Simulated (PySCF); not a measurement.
H₄AlF₂NO₂Si, SMILES [OH][Al]([OH])[NH][SiH](F)F, singlet at its PBE0/def2-SVP optimised geometry (Å):

```
11

Si     0.2535    -1.9177     0.0000
F      1.8711    -1.9177     0.0000
F     -0.1286    -2.6718    -1.3792
N     -0.3756    -0.3349     0.0000
Al    -1.2904     0.5147     1.2841
O     -1.8711     2.0945     1.1154
O     -1.5555    -0.3551     2.7100
H     -0.2253    -2.7004     1.1517
H     -0.1700     0.1908    -0.8481
H     -1.8130     2.7004     0.3781
H     -2.0149    -0.0247     3.4824
```

Method: PySCF 2.14.0 with PBE0/def2-TZVP. Cells within 0.4 Å of a nucleus heavier than hydrogen are left out (blank, or x).

Map of the log10 of the electron density (e/bohr³), floored at −4 on the plane z = 0.0 Å:

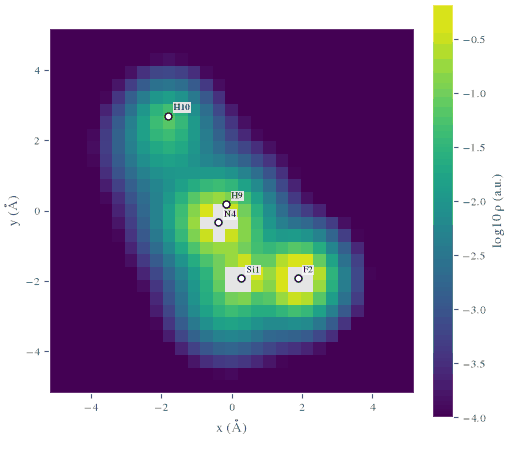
Fig. 1. Log10 of the electron density (e/bohr³), floored at −4 on the plane z = 0.0 Å.
